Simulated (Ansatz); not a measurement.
## Molecular dynamics, with input and output: AlH$_{5}$O (part 4 of 4)

The same run, continued: AlH$_{5}$O; RKS revPBE-D4/def2-SVP (Ansatz 0.2.0). It belongs to a series of runs on one base structure; here: dynamics from the highest image of the converged band.

Geometry of the input (Å):
```
Al 0.0139  0.2255  -0.0041
O  0.0151  -0.0285  1.8934
H  -0.8290  -0.2618  2.3259
H  1.4214  -0.1068  -0.6702
H  -1.4192  -0.0363  -0.6627
H  0.0432  1.8723  0.7309
H  -0.0069  1.1831  1.5429
```

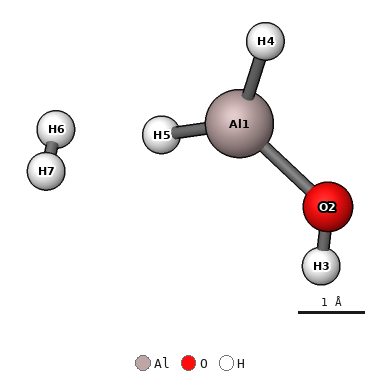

Fig. 1: The geometry at step 159 of the log (ball-and-stick view, seen at a tilt; atoms are numbered from 1 in the order of the input).

Trajectory as extended XYZ, continued
```
7
Properties=species:S:1:pos:R:3:forces:R:3 step=115 time_fs=57.5 energy=-8719.57629 temperature=1038.0
Al    0.0046    0.1623    0.1488    0.2779   1.2303  -3.6689
O     0.0105   -0.1508    1.7277    0.0271  -1.0610   3.6415
H    -0.7037   -0.5324    2.2495   -0.1280   0.0552   0.3162
H     1.3961    0.3341   -0.5627    0.3559  -0.0942  -0.0969
H    -1.2996    0.5193   -0.6416   -0.5420  -0.1229  -0.2215
H     0.2118    3.0455    0.0155   -0.2820  -0.1667   0.7355
H    -0.0744    2.9154    0.7433    0.2912   0.1592  -0.7058
7
Properties=species:S:1:pos:R:3:forces:R:3 step=119 time_fs=59.5 energy=-8719.58315 temperature=1048.9
Al    0.0046    0.1649    0.1521    0.2415   1.2231  -3.7506
O     0.0106   -0.1678    1.7234   -0.9495  -1.6360   4.6099
H    -0.7133   -0.5457    2.2874    0.8860   0.5906  -0.5463
H     1.4276    0.3252   -0.5191    0.1851  -0.0598  -0.1115
H    -1.3295    0.5056   -0.6130   -0.3699  -0.1023  -0.2230
H     0.2098    3.1330   -0.0434   -0.0124  -0.0359   0.0494
H    -0.0654    3.0651    0.6698    0.0192   0.0203  -0.0279
7
Properties=species:S:1:pos:R:3:forces:R:3 step=122 time_fs=61.0 energy=-8719.63108 temperature=1123.0
Al    0.0048    0.1680    0.1511    0.1822   1.1275  -3.3775
O     0.0094   -0.1831    1.7274   -0.6481  -1.3922   4.0126
H    -0.7013   -0.5425    2.3047    0.5971   0.4291  -0.3814
H     1.4562    0.3170   -0.4891   -0.0046  -0.0363  -0.1034
H    -1.3615    0.4926   -0.5971   -0.1320  -0.1057  -0.1666
H     0.2073    3.1973   -0.0847    0.2615  -0.0104  -0.6721
H    -0.0576    3.1784    0.6124   -0.2561  -0.0120   0.6883
7
Properties=species:S:1:pos:R:3:forces:R:3 step=125 time_fs=62.5 energy=-8719.69649 temperature=1223.2
Al    0.0051    0.1719    0.1474    0.1058   0.9420  -2.6765
O     0.0074   -0.2002    1.7366    0.3880  -0.7059   2.4286
H    -0.6778   -0.5306    2.3149   -0.4327  -0.0861   0.4345
H     1.4847    0.3079   -0.4614   -0.1938  -0.0124  -0.0992
H    -1.3963    0.4774   -0.5848    0.1282  -0.1088  -0.0995
H     0.2097    3.2613   -0.1386    0.1414  -0.0416  -0.3622
H    -0.0545    3.2916    0.5679   -0.1370   0.0128   0.3744
7
Properties=species:S:1:pos:R:3:forces:R:3 step=129 time_fs=64.5 energy=-8719.72846 temperature=1273.6
Al    0.0057    0.1784    0.1392   -0.0364   0.5879  -1.5023
O     0.0057   -0.2244    1.7538    1.1024  -0.1193   0.7058
H    -0.6634   -0.5187    2.3452   -1.1071  -0.3660   0.9495
H     1.5158    0.2956   -0.4279   -0.3717   0.0240  -0.1158
H    -1.4377    0.4535   -0.5716    0.4092  -0.0910  -0.0454
H     0.2161    3.3457   -0.2182   -0.2342   0.0627   0.6544
H    -0.0534    3.4424    0.5168    0.2379  -0.0983  -0.6462
7
Properties=species:S:1:pos:R:3:forces:R:3 step=132 time_fs=66.0 energy=-8719.76202 temperature=1324.6
Al    0.0061    0.1838    0.1316   -0.1647   0.2838  -0.6110
O     0.0059   -0.2428    1.7680    0.2548  -0.2915   0.7669
H    -0.6776   -0.5178    2.3893   -0.2001   0.0475   0.0334
H     1.5302    0.2868   -0.4056   -0.4182   0.0547  -0.1473
H    -1.4591    0.4333   -0.5630    0.5250  -0.0560  -0.0480
H     0.2161    3.4102   -0.2646   -0.2346   0.1090   0.6634
H    -0.0478    3.5533    0.4654    0.2378  -0.1474  -0.6574
7
Properties=species:S:1:pos:R:3:forces:R:3 step=136 time_fs=68.0 energy=-8719.74078 temperature=1292.5
Al    0.0065    0.1913    0.1208   -0.3020  -0.1295   0.5195
O     0.0067   -0.2680    1.7887   -0.6730  -0.3524   0.8235
H    -0.7000   -0.5139    2.4458    0.8006   0.4147  -1.0323
H     1.5357    0.2771   -0.3811   -0.3573   0.0961  -0.2110
H    -1.4701    0.4046   -0.5533    0.5290   0.0109  -0.1034
H     0.2098    3.4990   -0.3084    0.1222  -0.1136  -0.3325
H    -0.0338    3.6972    0.3789   -0.1196   0.0738   0.3363
7
Properties=species:S:1:pos:R:3:forces:R:3 step=139 time_fs=69.5 energy=-8719.71796 temperature=1257.3
Al    0.0065    0.1969    0.1131   -0.3404  -0.4256   1.3036
O     0.0063   -0.2874    1.8055   -0.4342  -0.0352   0.0310
H    -0.6998   -0.5017    2.4654    0.5863   0.3099  -0.8943
H     1.5308    0.2722   -0.3678   -0.2339   0.1239  -0.2693
H    -1.4652    0.3833   -0.5485    0.4198   0.0672  -0.1738
H     0.2070    3.5634   -0.3464    0.2337  -0.2559  -0.6586
H    -0.0251    3.8064    0.3193   -0.2314   0.2157   0.6614
7
Properties=species:S:1:pos:R:3:forces:R:3 step=142 time_fs=71.0 energy=-8719.69758 temperature=1224.8
Al    0.0062    0.2021    0.1065   -0.3149  -0.6915   1.9865
O     0.0055   -0.3069    1.8223    0.5147   0.4378  -1.3697
H    -0.6882   -0.4831    2.4670   -0.3612   0.0257  -0.0355
H     1.5209    0.2699   -0.3604   -0.0724   0.1466  -0.3250
H    -1.4514    0.3634   -0.5475    0.2317   0.1214  -0.2588
H     0.2086    3.6230   -0.3968   -0.0029  -0.0048   0.0199
H    -0.0209    3.9194    0.2722    0.0051  -0.0352  -0.0176
7
Properties=species:S:1:pos:R:3:forces:R:3 step=146 time_fs=73.0 energy=-8719.60918 temperature=1089.7
Al    0.0054    0.2082    0.1001   -0.2126  -0.9652   2.6381
O     0.0056   -0.3318    1.8415    1.3181   0.7789  -2.5757
H    -0.6878   -0.4578    2.4706   -1.1683  -0.1206   0.6714
H     1.5058    0.2718   -0.3614    0.1291   0.1651  -0.3679
H    -1.4262    0.3411   -0.5552   -0.0683   0.1803  -0.3680
H     0.2099    3.7037   -0.4611   -0.2267   0.3625   0.6866
H    -0.0142    4.0676    0.2066    0.2287  -0.4011  -0.6845
7
Properties=species:S:1:pos:R:3:forces:R:3 step=149 time_fs=74.5 energy=-8719.59547 temperature=1067.2
Al    0.0046    0.2119    0.0978   -0.1217  -1.0953   2.8858
O     0.0076   -0.3494    1.8520    0.5027   0.7252  -2.0220
H    -0.7136   -0.4414    2.4873   -0.3485   0.0311  -0.0962
H     1.4973    0.2773   -0.3713    0.2072   0.1681  -0.3578
H    -1.4083    0.3288   -0.5699   -0.2415   0.2071  -0.4119
H     0.2059    3.7721   -0.4943   -0.1127   0.2097   0.3521
H    -0.0043    4.1699    0.1423    0.1144  -0.2459  -0.3500
7
Properties=species:S:1:pos:R:3:forces:R:3 step=153 time_fs=76.5 energy=-8719.55001 temperature=998.0
Al    0.0034    0.2154    0.0983   -0.0234  -1.1814   2.9086
O     0.0110   -0.3712    1.8621   -0.6982   0.7398  -1.1709
H    -0.7555   -0.4184    2.5028    0.8446   0.1048  -1.1033
H     1.4926    0.2903   -0.3962    0.1603   0.1570  -0.2769
H    -1.3925    0.3192   -0.6031   -0.2847   0.2126  -0.3595
H     0.1980    3.8677   -0.5305    0.1786  -0.4163  -0.5452
H     0.0117    4.3007    0.0486   -0.1771   0.3836   0.5472
7
Properties=species:S:1:pos:R:3:forces:R:3 step=156 time_fs=78.0 energy=-8719.55711 temperature=1008.5
Al    0.0025    0.2169    0.1014    0.0238  -1.1986   2.7344
O     0.0127   -0.3865    1.8676   -0.7182   0.8559  -1.3208
H    -0.7692   -0.3987    2.4898    0.8311   0.0386  -1.0172
H     1.4931    0.3040   -0.4220    0.0303   0.1386  -0.1744
H    -1.3875    0.3174   -0.6371   -0.1683   0.1958  -0.2241
H     0.1955    3.9312   -0.5680    0.1154  -0.3121  -0.3573
H     0.0202    4.4061   -0.0111   -0.1141   0.2819   0.3594
7
Properties=species:S:1:pos:R:3:forces:R:3 step=159 time_fs=79.5 energy=-8719.58201 temperature=1046.2
Al    0.0016    0.2175    0.1067    0.0551  -1.1839   2.4386
O     0.0135   -0.4005    1.8712    0.0705   0.9449  -2.0851
H    -0.7664   -0.3782    2.4559   -0.0140  -0.0134  -0.2710
H     1.4942    0.3206   -0.4515   -0.1286   0.1131  -0.0525
H    -1.3861    0.3198   -0.6758    0.0158   0.1670  -0.0319
H     0.1952    3.9889   -0.6124   -0.0916   0.2889   0.3065
H     0.0265    4.5167   -0.0639    0.0928  -0.3167  -0.3045
7
Properties=species:S:1:pos:R:3:forces:R:3 step=163 time_fs=81.5 energy=-8719.56921 temperature=1027.6
Al    0.0005    0.2168    0.1167    0.0829  -1.1119   1.9198
O     0.0150   -0.4173    1.8715    1.1036   0.9216  -2.8828
H    -0.7675   -0.3510    2.4049   -1.1331   0.0213   0.6144
H     1.4910    0.3465   -0.4922   -0.2963   0.0721   0.1086
H    -1.3831    0.3284   -0.7277    0.2418   0.1212   0.2383
H     0.1919    4.0760   -0.6614   -0.1412   0.5345   0.4823
H     0.0381    4.6531   -0.1446    0.1422  -0.5588  -0.4805
7
Properties=species:S:1:pos:R:3:forces:R:3 step=166 time_fs=83.0 energy=-8719.59784 temperature=1070.8
Al   -0.0003    0.2152    0.1261    0.0949  -1.0169   1.4897
O     0.0176   -0.4284    1.8673    0.4315   0.9595  -2.3464
H    -0.7925   -0.3303    2.3790   -0.5150  -0.0490   0.2455
H     1.4815    0.3678   -0.5203   -0.3450   0.0406   0.2072
H    -1.3753    0.3380   -0.7612    0.3327   0.0876   0.4023
H     0.1860    4.1536   -0.6868    0.0037  -0.0098  -0.0056
H     0.0501    4.7426   -0.2163   -0.0028  -0.0120   0.0073
7
Properties=species:S:1:pos:R:3:forces:R:3 step=169 time_fs=84.5 energy=-8719.59843 temperature=1072.4
Al   -0.0010    0.2128    0.1367    0.1086  -0.8966   1.0734
O     0.0207   -0.4382    1.8600   -0.7742   1.0817  -1.4646
H    -0.8278   -0.3109    2.3580    0.6455  -0.2362  -0.3955
H     1.4648    0.3900   -0.5440   -0.3150   0.0131   0.2747
H    -1.3604    0.3495   -0.7861    0.3344   0.0576   0.5103
H     0.1802    4.2308   -0.7123    0.1232  -0.6188  -0.4356
H     0.0620    4.8319   -0.2880   -0.1225   0.5990   0.4372
7
Properties=species:S:1:pos:R:3:forces:R:3 step=173 time_fs=86.5 energy=-8719.61400 temperature=1096.3
Al   -0.0018    0.2085    0.1521    0.1623  -0.7204   0.5865
O     0.0232   -0.4490    1.8472   -1.3347   1.1074  -0.9227
H    -0.8524   -0.2933    2.3168    1.1383  -0.3867  -0.5273
H     1.4324    0.4199   -0.5663   -0.1634  -0.0102   0.3077
H    -1.3299    0.3667   -0.8023    0.1968   0.0270   0.5545
H     0.1760    4.3161   -0.7585    0.0074  -0.0363  -0.0219
H     0.0746    4.9680   -0.3712   -0.0067   0.0192   0.0232
7
Properties=species:S:1:pos:R:3:forces:R:3 step=176 time_fs=88.0 energy=-8719.63599 temperature=1130.0
Al   -0.0022    0.2046    0.1642    0.2475  -0.5809   0.2689
O     0.0231   -0.4553    1.8360   -0.6633   0.9094  -1.0579
H    -0.8442   -0.2894    2.2734    0.4028  -0.3116  -0.0140
H     1.4037    0.4422   -0.5755    0.0115  -0.0157   0.2910
H    -1.3019    0.3804   -0.8006    0.0009   0.0144   0.5108
H     0.1733    4.3774   -0.7951   -0.0806   0.6370   0.3320
H     0.0834    5.0723   -0.4318    0.0812  -0.6527  -0.3309
7
Properties=species:S:1:pos:R:3:forces:R:3 step=180 time_fs=90.0 energy=-8719.62732 temperature=1116.9
Al   -0.0025    0.1987    0.1807    0.4054  -0.3637  -0.1511
O     0.0219   -0.4620    1.8189    0.7621   0.4614  -1.3039
H    -0.8256   -0.2936    2.2183   -1.1023  -0.0871   0.8559
H     1.3666    0.4714   -0.5781    0.2686  -0.0119   0.2322
H    -1.2655    0.3991   -0.7818   -0.3342   0.0148   0.3660
H     0.1674    4.4790   -0.8337   -0.0385   0.4123   0.1785
H     0.0976    5.1910   -0.5225    0.0390  -0.4259  -0.1776
7
Properties=species:S:1:pos:R:3:forces:R:3 step=183 time_fs=91.5 energy=-8719.61868 temperature=1103.4
Al   -0.0023    0.1939    0.1929    0.5124  -0.1492  -0.5301
O     0.0218   -0.4662    1.8040    0.5389   0.3018  -0.6839
H    -0.8341   -0.2998    2.1956   -0.9014  -0.1557   0.7996
H     1.3450    0.4930   -0.5741    0.4237  -0.0100   0.1850
H    -1.2459    0.4134   -0.7581   -0.5741   0.0250   0.2286
H     0.1619    4.5656   -0.8579    0.0348  -0.4417  -0.1670
H     0.1094    5.2692   -0.5953   -0.0344   0.4298   0.1678
7
Properties=species:S:1:pos:R:3:forces:R:3 step=186 time_fs=93.0 energy=-8719.60738 temperature=1085.9
Al   -0.0018    0.1890    0.2047    0.5720   0.1275  -1.0225
O     0.0225   -0.4699    1.7883   -0.6721   0.2546   0.5138
H    -0.8602   -0.3097    2.1892    0.3270  -0.3850   0.2295
H     1.3323    0.5144   -0.5661    0.4983  -0.0194   0.1582
H    -1.2385    0.4284   -0.7295   -0.7256   0.0329   0.1203
H     0.1570    4.6437   -0.8852    0.0373  -0.6919  -0.2164
H     0.1205    5.3557   -0.6650   -0.0369   0.6814   0.2171
7
Properties=species:S:1:pos:R:3:forces:R:3 step=190 time_fs=95.0 energy=-8719.57708 temperature=1039.5
Al   -0.0003    0.1826    0.2191    0.5574   0.5815  -1.8630
O     0.0217   -0.4744    1.7687   -1.5317  -0.0286   1.8192
H    -0.8818   -0.3359    2.1872    1.2312  -0.5019  -0.2166
H     1.3319    0.5420   -0.5501    0.4394  -0.0591   0.1691
H    -1.2527    0.4493   -0.6873   -0.6967   0.0170   0.0908
H     0.1514    4.7300   -0.9273   -0.0072   0.3987   0.0894
H     0.1344    5.4886   -0.7522    0.0075  -0.4077  -0.0889
7
Properties=species:S:1:pos:R:3:forces:R:3 step=193 time_fs=96.5 energy=-8719.57902 temperature=1042.3
Al    0.0014    0.1784    0.2282    0.4782   0.9434  -2.5249
O     0.0189   -0.4779    1.7566   -1.0374  -0.3974   2.1767
H    -0.8700   -0.3678    2.1818    0.7612  -0.4113  -0.0020
H     1.3426    0.5614   -0.5338    0.3001  -0.1055   0.1996
H    -1.2808    0.4655   -0.6533   -0.5023  -0.0212   0.1502
H     0.1473    4.8014   -0.9576   -0.0009   0.8007   0.1397
H     0.1448    5.5813   -0.8189    0.0012  -0.8087  -0.1392
7
Properties=species:S:1:pos:R:3:forces:R:3 step=197 time_fs=98.5 energy=-8719.58999 temperature=1058.9
Al    0.0041    0.1740    0.2371    0.2863   1.3592  -3.1844
O     0.0134   -0.4833    1.7450    0.5806  -0.8319   1.9148
H    -0.8348   -0.4236    2.1774   -0.8183  -0.2614   0.7880
H     1.3663    0.5835   -0.5053    0.0737  -0.1697   0.2306
H    -1.3338    0.4861   -0.6026   -0.1225  -0.0896   0.2506
H     0.1417    4.9198   -0.9939    0.0015   0.0064  -0.0019
H     0.1587    5.6815   -0.9118   -0.0013  -0.0131   0.0023
7
Properties=species:S:1:pos:R:3:forces:R:3 step=200 time_fs=100.0 energy=-8719.58550 temperature=1052.9
Al    0.0065    0.1719    0.2408    0.0776   1.5619  -3.3699
O     0.0098   -0.4887    1.7394    0.8630  -0.9549   1.9914
H    -0.8239   -0.4725    2.1914   -1.0323  -0.2657   0.8764
H     1.3864    0.5959   -0.4783   -0.0662  -0.2035   0.2231
H    -1.3775    0.4995   -0.5585    0.1577  -0.1321   0.2787
H     0.1375    5.0108   -1.0208   -0.0313  -0.7629  -0.0424
H     0.1691    5.7542   -0.9818    0.0314   0.7572   0.0428
```

Key numbers

```csv
quantity,value
outcome,finished
mean temperature over the second half,1127 K
trajectory,"200 steps, 100 fs"
ensemble,nve
temperature in the input,300.0 K
time step,0.5 fs
potential energy (last step),−8719.5856 eV
mean-field energy (last step),−8719.4235 eV
largest force (length of the vector) (last step),3.715 eV/Å
wall time,3.7 min
peak memory,0.093 GiB
```

So short a trajectory is not equilibrated.
